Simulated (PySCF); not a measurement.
# GeH₃, doublet, SMILES `[GeH3]`: electronic structure

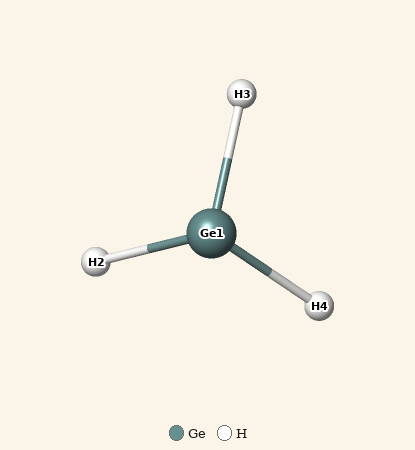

The molecule, with its atoms numbered as below. No frequency check shows the geometry to be a minimum.

Geometry (Å), atoms numbered from 1:

```
Ge1      0.0000    0.0000    0.0573
H2       1.3266    0.4081   -0.6118
H3      -0.3099   -1.3529   -0.6117
H4      -1.0167    0.9448   -0.6118
```

### 1. Bonding charge

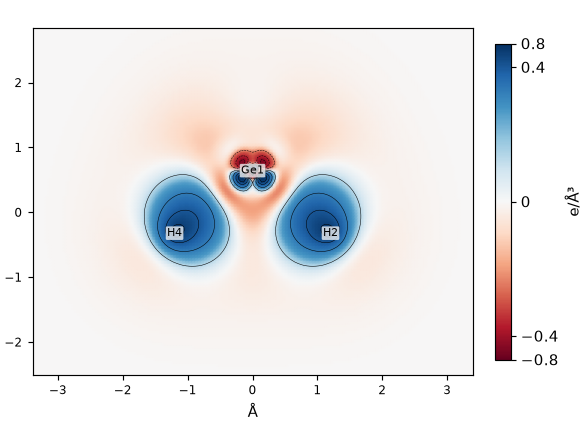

Deformation density (molecule less spherical, spin-averaged free atoms) in the plane of Ge1, H2 and H4; colour scale in e/Å³, logarithmic beyond ±0.1; blue: gain, red: loss.

Level of theory: PBE0/6-311G** (PySCF), at a geometry from GFN2-xTB. The stability of the open-shell solution wasn't checked. GFN2-xTB doesn't know the spin state, so this open-shell geometry is rough.

> How much density has each bond in this plane gained at its critical point, relative to the free atoms?

Ge1–H2 and Ge1–H4: +0.24 e/Å³ at the bond critical point (bond length 1.54 Å, Mayer order 1.0). In all, 0.8 electrons gather in the regions of gain relative to the promolecule.

> Where do the Hirshfeld charges lie?

The highest Hirshfeld charge is on Ge1 (+0.22 e), the lowest on H2, H3 and H4 (−0.07 e).

```json
{"atom": "Ge1", "charge (e)": "+0.22"}
{"atom": "H2", "charge (e)": "−0.07"}
{"atom": "H3", "charge (e)": "−0.07"}
{"atom": "H4", "charge (e)": "−0.07"}
```

### 2. Bond critical points

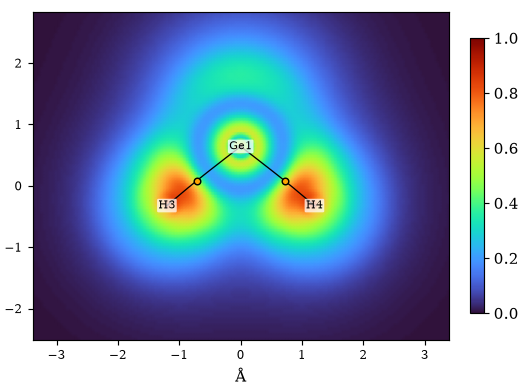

Localised orbital locator (LOL) in the plane of Ge1, H3 and H4, with bond paths and bond critical points (dots).

> Rank the bonds in the plane by LOL at their critical points.

Ge1–H3 and Ge1–H4: about 0.53. Values above 0.5 mark slow, localised electrons, as in shared pairs; low values at a critical point mark a polar or closed-shell contact whose critical point lies between the shells.

> Where along Ge1–H3 does the critical point lie?

0.91 Å from Ge1 and 0.63 Å from H3.

### 3. Local ionisation energy

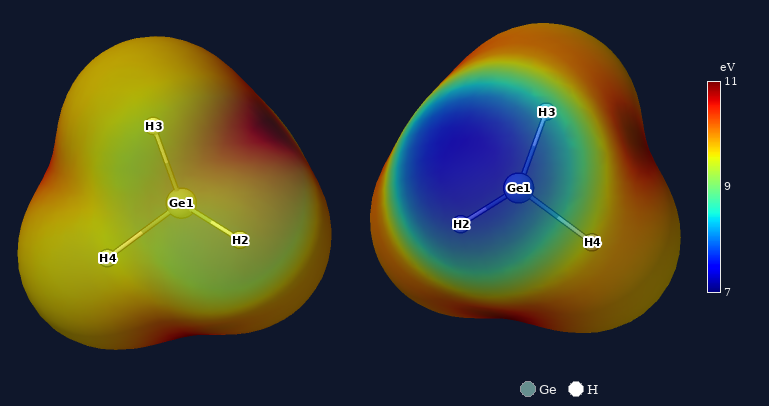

Average local ionisation energy on the surface of electron density 0.001 a.u. (back view left, front view right).

> Locate the minima of the map.

The lowest value is 7.5 eV, 2.4 Å from Ge1. Further minima include 9.5 eV, 1.6 Å from H2, and at like points elsewhere. For comparison, the highest occupied orbital lies at −7.0 eV.

### 4. Spin density

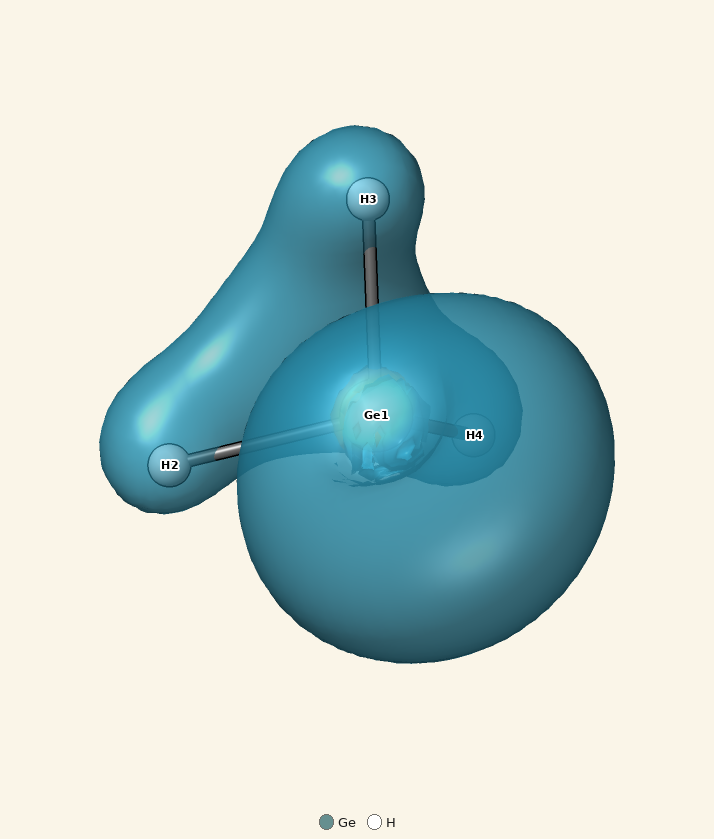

Spin density ρα − ρβ at ±0.02 e/Å³ (light blue: excess α, orange: excess β).

> Give the atomic spin populations that go with this picture.

Hirshfeld spin populations: Ge1 +0.82 and H2, H3 and H4 +0.06. ⟨S²⟩ = 0.75, as for a pure state.

### 5. In an electric field

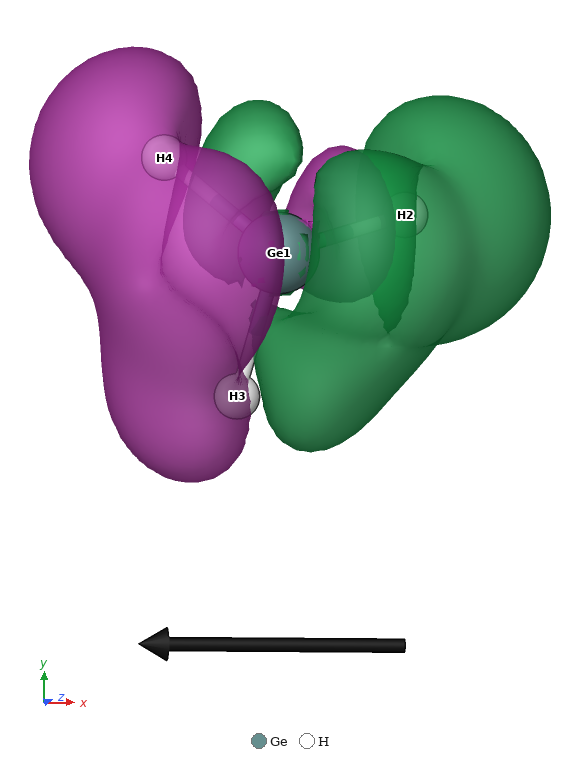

Change of the electron density in a uniform field of 0.51 V/Å along −x (arrow), surfaces at ±0.002 e/Å³ (green: gain, purple: loss).

Computed with PySCF, B3LYP/def2-SVPD, geometry: GFN2-xTB. The stability of the open-shell solution wasn't checked. GFN2-xTB doesn't know the spin state, so this open-shell geometry is rough.

> What dipole is induced, and what polarisability does it imply?

The induced dipole is 0.96 D (along the field); α along this axis, from the fields in both directions, is 38 bohr³ (5.6 Å³).

> Which atoms gain and lose the most charge?

Electrons gather most on H2 (Hirshfeld charge changes by −0.032 e) and leave H4 most (+0.025 e); 0.085 electrons are displaced in all.
